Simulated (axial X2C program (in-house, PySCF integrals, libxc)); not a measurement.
# TaBr⁺: from the state search to constants

Aim: find the lowest determinant of TaBr⁺, scan the bond at several levels and fit the constants, once spin-free and once with spin–orbit coupling.

The runs use an in-house X2C program for linear molecules on PySCF integrals; all-electron X2C, Ta dyall-v3z, Br dyall-v3z.

All values are calculated.

**1. The job**

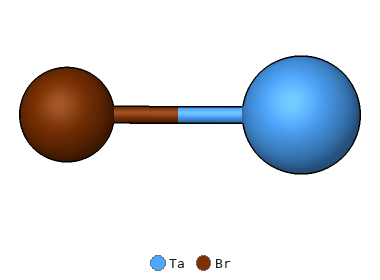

The two atoms at 2.600 Å (tantalum blue, bromine brown).

Contents of task.json:

```json
{
 "zs": [
  73,
  35
 ],
 "q": 1,
 "bas": [
  "dyall-v3z",
  "dyall-v3z"
 ],
 "levels": [
  "PBE0",
  "HF",
  "BP86",
  "PBE50"
 ],
 "cc": false,
 "r0": 2.6,
 "npts": 10,
 "nst": 2,
 "ntry": 6
}
```

Keys: zs atomic numbers; q charge; bas basis sets; levels methods (HF also brings MP2); cc coupled cluster on or off; r0 starting distance in Å; npts points asked for on the curve; nst determinants followed; ntry starts of the search.

Launch:

```bash
$ python so2c.py task.json out
```

Spin-free means the one-electron spin-free X2C Hamiltonian; two-component (2c) means X2C with spin–orbit coupling and atomic mean-field two-electron Coulomb and Gaunt terms. Basis: Ta dyall-v3z contracted to [13s14p9d7f2g], Br dyall-v3z contracted to [8s9p6d1f]; Gaussian nuclei, density fitting. Masses: Ta 180.948 u, Br 78.918 u.

Notation: σ, π±, δ± give the projection m of an orbital's angular momentum (0, ±1, ±2), α and β its spin, Λ and M_S the sums; ω is the projection of a spinor's total angular momentum and Ω the sum. Logs are in hartree.

The results follow Hamiltonian by Hamiltonian and level by level.

**2. Search for the lowest determinant**

PBE0 moves the distance from 2.600 Å to 2.341 Å and compares determinants there.

Spin-free determinants:

```csv
ΔE (eV),state,open shells
0.00,"M_S = 3/2, Λ = 0","beyond closed shells: σα, δ+α, δ-α"
0.48,"M_S = 3/2, Λ = 3","beyond closed shells: σα, π+α, δ+α"
```

Two-component determinants:

```csv
ΔE (eV),state,open shells
0.00,Ω = 3/2,"excess of +ω over −ω: ω = 1/2, ω = -3/2, ω = 5/2"
```

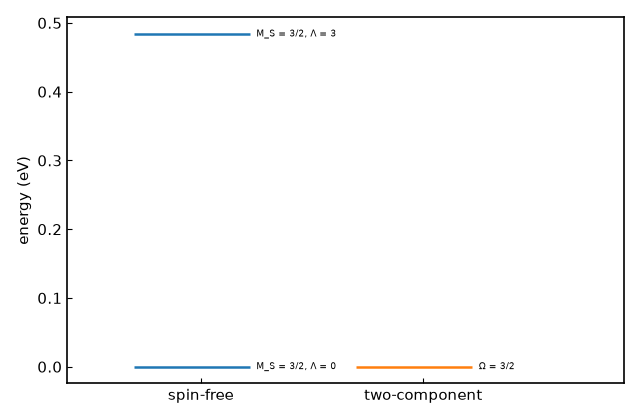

The determinants found, each set from its own lowest.

**3. PBE0, spin-free**

State followed: M_S = 3/2, Λ = 0 (beyond closed shells: σα, δ+α, δ-α). The scan is laid around 2.303 Å, a first estimate of the minimum, and this SCF restarts from the orbitals of the search.

Output at 2.303 Å:

```text
spin-free X2C-1e  PBE0
basis functions 239  fitting functions 1390  grid points 5802
iter        total energy     max residual
   1     -18209.142411106     4.93e+00
   2     -18211.069365393     1.36e-02
   3     -18211.066341654     2.30e-02
   4     -18211.076547299     5.30e-03
   5     -18211.076987142     1.16e-03
   6     -18211.077015102     7.84e-04
   7     -18211.077032759     2.59e-04
   8     -18211.077035328     4.56e-05
   9     -18211.077035432     2.33e-05
  10     -18211.077035460     6.76e-06
  11     -18211.077035462     1.49e-06
  12     -18211.077035462     1.75e-07
converged
one-electron -26188.04918203  Coulomb 7803.04329886  exact exchange -101.64499965  xc functional -311.50725290  nuclear repulsion 587.08110026
```

Along the bond, energies from the lowest point:

| R (Å) | E (eV) | μ (D) | HOMO (eV) | LUMO (eV) | iterations |
| --- | --- | --- | --- | --- | --- |
| 2.165 | 0.2182 | -2.98 | -11.69 | -8.56 | 12 |
| 2.234 | 0.0428 | -3.28 | -11.79 | -8.71 | 12 |
| 2.303 | 0.0000 | -3.58 | -11.90 | -8.86 | 12 |
| 2.384 | 0.0739 | -3.94 | -12.03 | -9.02 | 12 |
| 2.464 | 0.2435 | -4.30 | -12.15 | -9.18 | 12 |
| 2.568 | 0.5542 | -4.74 | -12.29 | -9.35 | 13 |

Dipoles are positive if Br is the positive end and refer to the centre of mass.

Outer orbitals at the reference distance:

```
symmetry  occupied  ε (eV)              atomic character
     π-β       yes  -35.37                     100% Ta f
     π+β       yes  -35.37                     100% Ta f
     δ-β       yes  -35.28                     100% Ta f
     δ+β       yes  -35.28                     100% Ta f
     φ+α       yes  -35.24                     100% Ta f
     φ-α       yes  -35.24                     100% Ta f
     φ-β       yes  -34.91                     100% Ta f
     φ+β       yes  -34.91                     100% Ta f
      σβ       yes  -28.18    72% Br s, 9% Ta d, 8% Ta p
      σα       yes  -28.03    71% Br s, 9% Ta d, 8% Ta p
      σα       yes  -16.29   70% Br p, 16% Ta d, 7% Ta s
      σβ       yes  -16.20   73% Br p, 13% Ta d, 7% Ta s
     π-β       yes  -14.91   75% Br p, 13% Ta d, 5% Ta f
     π+β       yes  -14.91   75% Br p, 13% Ta d, 5% Ta f
     π-α       yes  -14.89   70% Br p, 19% Ta d, 5% Ta f
     π+α       yes  -14.89   70% Br p, 19% Ta d, 5% Ta f
      σα       yes  -12.48   56% Ta s, 39% Ta d, 3% Br p
     δ+α       yes  -11.90                     100% Ta d
     δ-α       yes  -11.90                     100% Ta d
     π+α        no   -8.86   77% Ta d, 11% Br p, 5% Ta p
     π-α        no   -8.86   77% Ta d, 11% Br p, 5% Ta p
      σβ        no   -8.12   75% Ta s, 11% Ta p, 9% Ta d
      σα        no   -8.11  37% Ta p, 30% Ta d, 18% Ta s
```

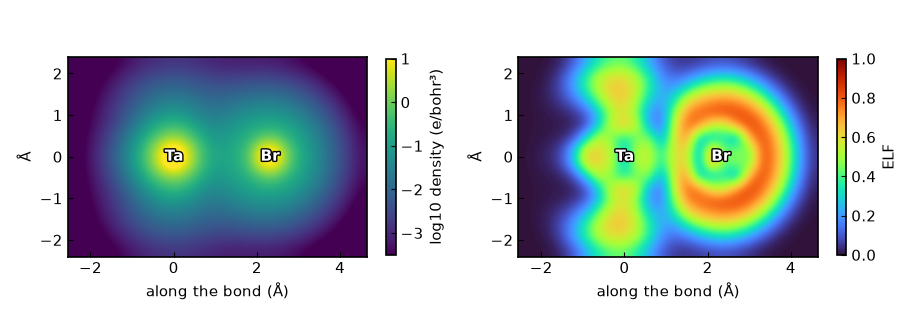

PBE0 fields in a plane through the axis, from a grid of 0.3 Å; Ta lies at z = 0 and Br at z = 2.303 Å; the ELF is damped to zero where the density is low.

Re = 2.295 Å, ωe = 326 cm⁻¹, ωexe = 0.555 cm⁻¹, Be = 0.05825 cm⁻¹, De = 4.22 eV, μ = -3.55 D.

**4. HF, spin-free**

Output at 2.303 Å:

```text
spin-free X2C-1e  HF
basis functions 239  fitting functions 1390  grid points 5802
iter        total energy     max residual
   1     -18204.504781510     5.95e-01
   2     -18204.562071924     2.55e-02
   3     -18204.563657239     2.84e-02
   4     -18204.566541010     1.90e-03
   5     -18204.566751122     1.90e-03
   6     -18204.566829012     1.09e-03
   7     -18204.566894991     7.10e-04
   8     -18204.566936999     4.77e-04
   9     -18204.566955009     1.71e-04
  10     -18204.566958016     2.27e-05
  11     -18204.566958082     8.98e-06
  12     -18204.566958091     4.42e-06
  13     -18204.566958093     1.73e-06
converged
one-electron -26190.63946407  Coulomb 7805.89008377  exact exchange -406.89867805  xc functional 0.00000000  nuclear repulsion 587.08110026
```

Re = 2.351 Å, ωe = 307 cm⁻¹, ωexe = 0.549 cm⁻¹, Be = 0.05551 cm⁻¹, De = 2.27 eV, μ = -5.74 D.

**5. BP86, spin-free**

Output at 2.303 Å:

```text
spin-free X2C-1e  BP86
basis functions 239  fitting functions 1390  grid points 5802
iter        total energy     max residual
   1     -18213.934783822     1.84e-01
   2     -18213.939451229     1.69e-02
   3     -18213.915631041     3.18e-02
   4     -18213.940204215     1.14e-02
   5     -18213.943840533     4.06e-03
   6     -18213.944244510     8.01e-04
   7     -18213.944254422     1.38e-04
   8     -18213.944254257     3.79e-05
   9     -18213.944254989     3.39e-06
  10     -18213.944254990     2.23e-06
converged
one-electron -26186.46467937  Coulomb 7801.39464911  exact exchange 0.00000000  xc functional -415.95532499  nuclear repulsion 587.08110026
```

Re = 2.305 Å, ωe = 317 cm⁻¹, ωexe = 0.585 cm⁻¹, Be = 0.05775 cm⁻¹, De = 4.60 eV, μ = -2.78 D.

**6. PBE50, spin-free**

The SCF at the reference distance of 2.303 Å:

```text
spin-free X2C-1e  PBE50
basis functions 239  fitting functions 1390  grid points 5802
iter        total energy     max residual
   1     -18210.891290198     1.99e-01
   2     -18210.897964655     1.44e-02
   3     -18210.897352937     2.17e-02
   4     -18210.899253251     7.62e-04
   5     -18210.899277412     1.05e-03
   6     -18210.899295439     3.18e-04
   7     -18210.899303262     1.60e-04
   8     -18210.899305512     6.76e-05
   9     -18210.899305986     1.89e-05
  10     -18210.899306011     5.30e-06
  11     -18210.899306012     1.04e-06
converged
one-electron -26190.15506460  Coulomb 7805.25658196  exact exchange -203.36180622  xc functional -209.72011741  nuclear repulsion 587.08110026
```

Re = 2.291 Å, ωe = 330 cm⁻¹, ωexe = 0.551 cm⁻¹, Be = 0.05844 cm⁻¹, De = 3.90 eV, μ = -4.27 D.

**7. MP2, spin-free**

Correlated methods: 33 electrons correlated (frozen shells, counted by type: Ta 4 s, 3 p, 2 d; Br 3 s, 2 p, 1 d), 285 virtual spinors in MP2.

MP2: Re = 2.275 Å, ωe = 341 cm⁻¹, Be = 0.05926 cm⁻¹, De = 4.06 eV.

**8. A higher determinant, spin-free**

State: M_S = 3/2, Λ = 3 (beyond closed shells: σα, π+α, δ+α).

Output at the reference distance:

```text
spin-free X2C-1e  PBE0
basis functions 239  fitting functions 1390  grid points 5802
iter        total energy     max residual
   1     -18209.116719928     4.86e+00
   2     -18211.050283432     1.38e-02
   3     -18211.047996733     2.24e-02
   4     -18211.057738234     5.14e-03
   5     -18211.058103533     1.01e-03
   6     -18211.058119716     6.82e-04
   7     -18211.058131466     2.54e-04
   8     -18211.058133778     4.36e-05
   9     -18211.058133870     1.80e-05
  10     -18211.058133891     5.80e-06
  11     -18211.058133893     1.45e-06
converged
one-electron -26187.33635029  Coulomb 7802.32368551  exact exchange -101.64109560  xc functional -311.48547377  nuclear repulsion 587.08110026
```

| R (Å) | E above the lowest PBE0 point (eV) |
| --- | --- |
| 2.165 | 0.865 |
| 2.234 | 0.619 |
| 2.303 | 0.514 |
| 2.384 | 0.526 |
| 2.464 | 0.642 |
| 2.568 | 0.894 |

Re = 2.335 Å, ωe = 311 cm⁻¹, ωexe = 0.552 cm⁻¹, Be = 0.05628 cm⁻¹, μ = -3.72 D. Te = 0.50 eV.

**9. The spin-free curves together**

Energy (eV) of the followed determinant, spin-free, from each level's lowest point:

| R (Å) | PBE0 | HF | MP2 | BP86 | PBE50 |
| --- | --- | --- | --- | --- | --- |
| 2.165 | 0.218 | 0.419 | 0.159 | 0.243 | 0.209 |
| 2.234 | 0.043 | 0.144 | 0.013 | 0.056 | 0.038 |
| 2.303 | 0.000 | 0.014 | 0.000 | 0.000 | 0.000 |
| 2.384 | 0.074 | 0.000 | 0.110 | 0.056 | 0.081 |
| 2.464 | 0.244 | 0.095 | 0.316 | 0.206 | 0.259 |
| 2.568 | 0.554 | 0.326 | 0.673 | 0.489 | 0.582 |

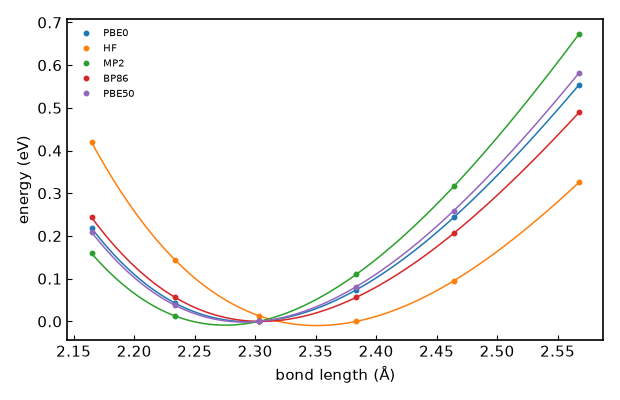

Curves of the followed state, spin-free, each from its own lowest point.

**10. PBE0, 2c**

State followed: Ω = 3/2 (excess of +ω over −ω: ω = 1/2, ω = -3/2, ω = 5/2). The scan is laid around 2.303 Å, a first estimate of the minimum, and this SCF restarts from the orbitals of the search.

Output at 2.303 Å:

```text
two-component X2C + atomic mean field  PBE0
basis functions 239  fitting functions 1390  grid points 5802
iter        total energy     max residual
   1     -18206.479127927     4.96e+00
   2     -18208.422103753     1.35e-02
   3     -18208.419081957     2.32e-02
   4     -18208.429279030     5.30e-03
   5     -18208.429717289     1.16e-03
   6     -18208.429745044     7.74e-04
   7     -18208.429762531     2.61e-04
   8     -18208.429765148     4.49e-05
   9     -18208.429765276     2.28e-05
  10     -18208.429765314     7.13e-06
  11     -18208.429765318     2.13e-06
  12     -18208.429765318     1.12e-06
converged
one-electron -26168.03390636  Coulomb 7799.89629103  exact exchange -101.60596386  xc functional -311.42714525  nuclear repulsion 587.08110026  atomic mean-field constant -14.34014114
```

Along the bond, energies from the lowest point:

| R (Å) | E (eV) | μ (D) | HOMO (eV) | LUMO (eV) | iterations |
| --- | --- | --- | --- | --- | --- |
| 2.165 | 0.2224 | -2.97 | -11.44 | -8.71 | 13 |
| 2.234 | 0.0450 | -3.27 | -11.54 | -8.85 | 13 |
| 2.303 | 0.0000 | -3.58 | -11.65 | -9.00 | 12 |
| 2.384 | 0.0711 | -3.93 | -11.77 | -9.15 | 12 |
| 2.464 | 0.2377 | -4.29 | -11.88 | -9.30 | 12 |
| 2.568 | 0.5442 | -4.73 | -12.02 | -9.47 | 13 |

Dipoles are positive if Br is the positive end and refer to the centre of mass.

Outer spinors at the reference distance:

```csv
ω,occupied,ε (eV),atomic character,λ mixture
1/2,yes,-34.73,100% Ta f,"51% σ, 49% π"
3/2,yes,-34.71,100% Ta f,"65% π, 35% δ"
-1/2,yes,-34.69,100% Ta f,"62% σ, 38% π"
-3/2,yes,-34.62,100% Ta f,"73% π, 27% δ"
5/2,yes,-34.58,100% Ta f,"76% δ, 24% φ"
-5/2,yes,-34.50,100% Ta f,"85% δ, 15% φ"
7/2,yes,-34.47,100% Ta f,100% φ
-7/2,yes,-34.14,100% Ta f,100% φ
-1/2,yes,-28.17,"72% Br s, 9% Ta d, 8% Ta p",100% σ
1/2,yes,-28.01,"71% Br s, 9% Ta d, 8% Ta p",100% σ
1/2,yes,-16.30,"70% Br p, 16% Ta d, 7% Ta s","98% σ, 2% π"
-1/2,yes,-16.21,"73% Br p, 13% Ta d, 7% Ta s","98% σ, 2% π"
1/2,yes,-15.05,"74% Br p, 14% Ta d, 5% Ta f","98% π, 2% σ"
-1/2,yes,-15.03,"70% Br p, 19% Ta d, 4% Ta f","98% π, 2% σ"
-3/2,yes,-14.74,"74% Br p, 14% Ta d, 5% Ta f",100% π
3/2,yes,-14.72,"69% Br p, 20% Ta d, 5% Ta f",100% π
1/2,yes,-12.48,"55% Ta s, 39% Ta d, 4% Br p","99% σ, 1% π"
-3/2,yes,-12.16,99% Ta d,"98% δ, 2% π"
5/2,yes,-11.65,100% Ta d,100% δ
-1/2,no,-9.00,"77% Ta d, 10% Br p, 6% Ta p","98% π, 2% σ"
3/2,no,-8.73,"77% Ta d, 11% Br p, 5% Ta p","99% π, 1% δ"
1/2,no,-8.20,"38% Ta d, 31% Ta p, 16% Ta s","80% σ, 20% π"
-1/2,no,-8.15,"74% Ta s, 13% Ta p, 8% Ta d","99% σ, 1% π"
```

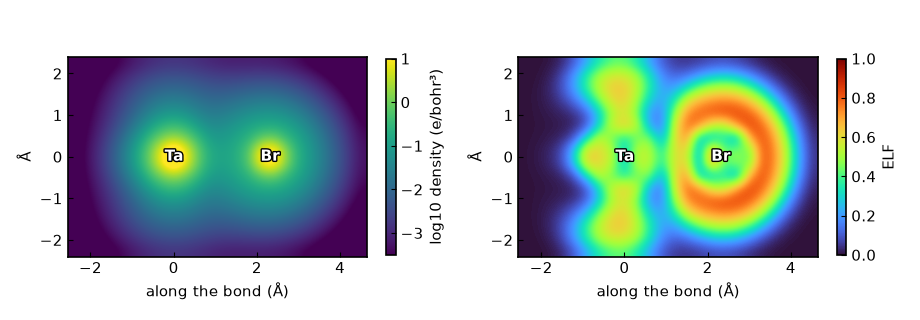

PBE0 fields in a plane through the axis, from a grid of 0.3 Å; Ta lies at z = 0 and Br at z = 2.303 Å; the ELF is damped to zero where the density is low.

Re = 2.296 Å, ωe = 324 cm⁻¹, ωexe = 0.559 cm⁻¹, Be = 0.05817 cm⁻¹, De = 3.90 eV, μ = -3.55 D.

**11. HF, 2c**

The SCF at the reference distance of 2.303 Å:

```text
two-component X2C + atomic mean field  HF
basis functions 239  fitting functions 1390  grid points 5802
iter        total energy     max residual
   1     -18201.820511641     5.92e-01
   2     -18201.877969924     2.55e-02
   3     -18201.879576829     2.84e-02
   4     -18201.882449662     1.90e-03
   5     -18201.882666130     1.86e-03
   6     -18201.882747643     1.06e-03
   7     -18201.882818643     6.93e-04
   8     -18201.882866786     4.65e-04
   9     -18201.882890382     1.99e-04
  10     -18201.882896541     1.49e-04
  11     -18201.882897880     1.26e-04
  12     -18201.882899179     9.01e-05
  13     -18201.882899988     5.25e-05
  14     -18201.882900256     1.86e-05
  15     -18201.882900277     9.48e-06
  16     -18201.882900282     5.32e-06
  17     -18201.882900284     2.37e-06
  18     -18201.882900284     1.12e-06
converged
one-electron -26170.63364998  Coulomb 7802.75136348  exact exchange -406.74157292  xc functional 0.00000000  nuclear repulsion 587.08110026  atomic mean-field constant -14.34014114
```

Re = 2.353 Å, ωe = 305 cm⁻¹, ωexe = 0.546 cm⁻¹, Be = 0.05539 cm⁻¹, De = 1.88 eV, μ = -5.75 D.

**12. BP86, 2c**

Output at 2.303 Å:

```text
two-component X2C + atomic mean field  BP86
basis functions 239  fitting functions 1390  grid points 5802
iter        total energy     max residual
   1     -18211.302287869     1.85e-01
   2     -18211.306964442     1.68e-02
   3     -18211.282993449     3.18e-02
   4     -18211.307738118     1.15e-02
   5     -18211.311369955     4.07e-03
   6     -18211.311779634     8.02e-04
   7     -18211.311789689     1.40e-04
   8     -18211.311788812     3.80e-05
   9     -18211.311789544     3.58e-06
  10     -18211.311789545     2.13e-06
converged
one-electron -26166.44795229  Coulomb 7798.24666855  exact exchange 0.00000000  xc functional -415.85146493  nuclear repulsion 587.08110026  atomic mean-field constant -14.34014114
```

Re = 2.306 Å, ωe = 315 cm⁻¹, ωexe = 0.588 cm⁻¹, Be = 0.05768 cm⁻¹, De = 4.27 eV, μ = -2.77 D.

**13. PBE50, 2c**

The SCF at the reference distance of 2.303 Å:

```text
two-component X2C + atomic mean field  PBE50
basis functions 239  fitting functions 1390  grid points 5802
iter        total energy     max residual
   1     -18208.231149382     1.98e-01
   2     -18208.237856534     1.43e-02
   3     -18208.237250108     2.17e-02
   4     -18208.239147135     7.80e-04
   5     -18208.239173845     1.04e-03
   6     -18208.239193152     3.08e-04
   7     -18208.239203194     1.56e-04
   8     -18208.239206725     8.48e-05
   9     -18208.239207747     5.31e-05
  10     -18208.239207965     3.43e-05
  11     -18208.239208040     2.22e-05
  12     -18208.239208087     7.41e-06
  13     -18208.239208091     2.42e-06
  14     -18208.239208091     1.19e-06
converged
one-electron -26170.15106190  Coulomb 7802.12037084  exact exchange -203.28355948  xc functional -209.66591668  nuclear repulsion 587.08110026  atomic mean-field constant -14.34014114
```

Re = 2.293 Å, ωe = 328 cm⁻¹, ωexe = 0.553 cm⁻¹, Be = 0.05835 cm⁻¹, De = 3.55 eV, μ = -4.28 D.

**14. MP2, 2c**

Correlated methods: 33 electrons correlated (frozen shells, counted by type: Ta 4 s, 3 p, 2 d; Br 3 s, 2 p, 1 d), 285 virtual spinors in MP2.

MP2: Re = 2.278 Å, ωe = 338 cm⁻¹, Be = 0.05909 cm⁻¹, De = 3.56 eV.

**15. The 2c curves together**

Energy (eV) of the followed determinant, 2c, from each level's lowest point:

| R (Å) | PBE0 | HF | MP2 | BP86 | PBE50 |
| --- | --- | --- | --- | --- | --- |
| 2.165 | 0.222 | 0.429 | 0.169 | 0.247 | 0.214 |
| 2.234 | 0.045 | 0.151 | 0.018 | 0.058 | 0.040 |
| 2.303 | 0.000 | 0.017 | 0.000 | 0.000 | 0.000 |
| 2.384 | 0.071 | 0.000 | 0.104 | 0.054 | 0.078 |
| 2.464 | 0.238 | 0.091 | 0.303 | 0.201 | 0.252 |
| 2.568 | 0.544 | 0.316 | 0.651 | 0.480 | 0.570 |

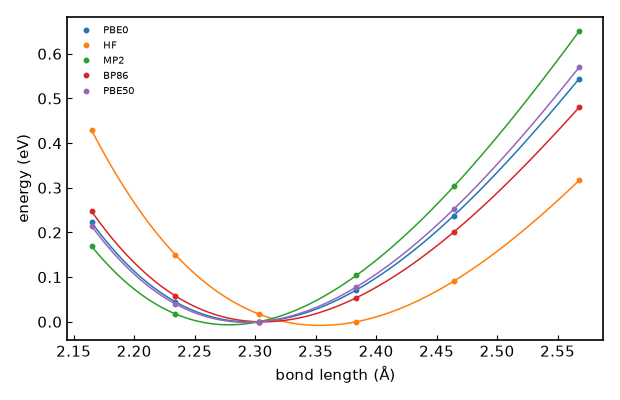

Curves of the followed state, 2c, each from its own lowest point.

Time for the job: 6.4 min (1 thread of Arm Neoverse N1, shared host).

**16. Constants**

Lowest determinant that the search found at its distance, spin-free: M_S = 3/2, Λ = 0 (beyond closed shells: σα, δ+α, δ-α).

Lowest determinant that the search found at its distance, 2c: Ω = 3/2 (excess of +ω over −ω: ω = 1/2, ω = -3/2, ω = 5/2).

```tsv
Hamiltonian	level	Re (Å)	ωe (cm⁻¹)	De (eV)	μ (D)
spin-free	PBE0	2.295	326	4.22	-3.55
spin-free	HF	2.351	307	2.27	-5.74
spin-free	MP2	2.275	341	4.06	n/a
spin-free	BP86	2.305	317	4.60	-2.78
spin-free	PBE50	2.291	330	3.90	-4.27
2c	PBE0	2.296	324	3.90	-3.55
2c	HF	2.353	305	1.88	-5.75
2c	MP2	2.278	338	3.56	n/a
2c	BP86	2.306	315	4.27	-2.77
2c	PBE50	2.293	328	3.55	-4.28
```

Dipoles are positive if Br is the positive end and refer to the centre of mass.

Time per point (s) on 1 thread of Arm Neoverse N1, shared host (2c runs); the times are rough: PBE0 3, HF 3.3, MP2 4.8, BP86 0.9, PBE50 3.5.

**Reading.** At MP2, going from spin-free to two-component changes Re by +3 mÅ, ωe by -0.8 %, which is small (part of it comes from the scalar share of the two-electron terms). It costs about 1.8 times the time. De moves by -0.50 eV; both De rest on single-determinant atoms, which can miss part of an open shell's spin–orbit lowering.

De refers to Ta+ + Br, each in the lowest determinant found, which need not be this curve's own limit. The state is a single determinant with fixed occupations, the lowest that a limited PBE0 search found. De is counted from the lowest determinant-based energies of the atoms at the same level, without counterpoise correction. Density functionals use the spin component along the axis (collinear). With several unpaired electrons one determinant need not be a pure state. At some level an empty orbital lies below a filled one.
